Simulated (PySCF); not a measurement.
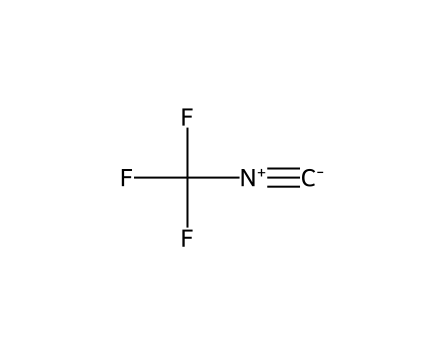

Question: Transcribe the drawing into SMILES.

Answer: [C-]#[N+]C(F)(F)F

Question: What is the molecular formula?

Answer: C2F3N.

Question: An optimisation with PBE0-D3(BJ)/def2-SVP gave a structure of which point group?

Answer: C3v.

The parts below concern this one geometry. Atoms keep their numbers from picture to picture. Computed geometry: PBE0-D3(BJ)/def2-SVP optimisation. No frequency run is at hand to confirm it as a minimum.

## Bond orders

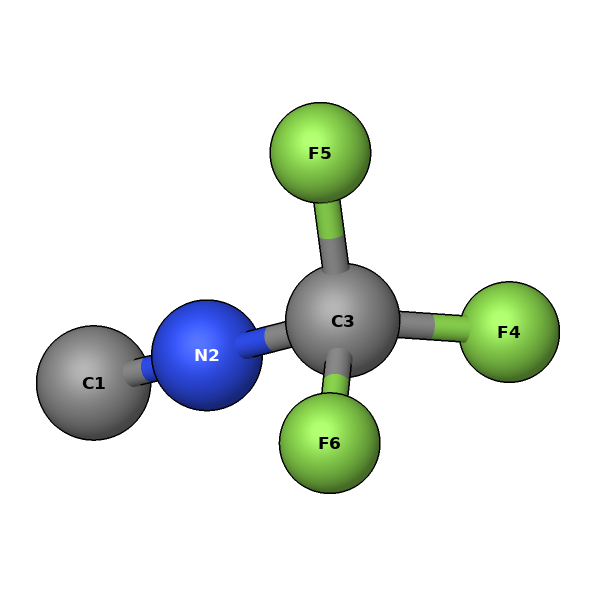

Every bond is drawn as one stick. No frequency run is at hand to confirm it as a minimum. Method: PBE0/STO-3G (PySCF 2.14.0).

List the Mayer bond orders of C1–N2, N2–C3, C3–F4 (one bond of each equivalent set).

| bond | Mayer order | length (Å) |
| --- | --- | --- |
| C1–N2 | 2.52 | 1.177 |
| N2–C3 | 0.88 | 1.403 |
| C3–F4 | 1.00 | 1.320 |

## NMR shielding

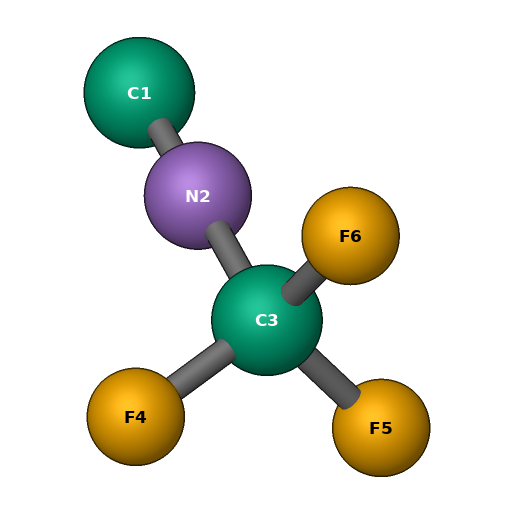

No frequency run is at hand to confirm it as a minimum. Level of theory: GIAO PBE0/def2-SVP NMR shielding, non-relativistic, gas phase (PySCF 2.14.0). Principal shieldings σ11 ≤ σ22 ≤ σ33, span Ω = σ33 − σ11, skew κ = 3(σiso − σ22)/Ω.

Give the shielding tensors of the F atoms.

| atom | σ11 | σ22 | σ33 | σiso | Ω | κ |
| --- | --- | --- | --- | --- | --- | --- |
| F4, F5, F6 | 202.1 | 230.9 | 354.1 | 262.4 | 152.0 | 0.62 |

Shieldings and span in ppm.

## Levels of theory compared

No frequency run is at hand to confirm it as a minimum. Program: PySCF 2.14.0.

Compare HOMO–LUMO gap (eV) at these levels: PBE0/6-311+G(2d,p); PBE0/6-31G; PBE0/6-31G*; PBE0/STO-3G; PBE0/def2-SVP; PBE0/def2-TZVP.

| level | HOMO–LUMO gap (eV) |
| --- | --- |
| PBE0/6-311+G(2d,p) | 9.09 |
| PBE0/6-31G | 9.03 |
| PBE0/6-31G* | 9.23 |
| PBE0/STO-3G | 9.77 |
| PBE0/def2-SVP | 9.07 |
| PBE0/def2-TZVP | 9.14 |
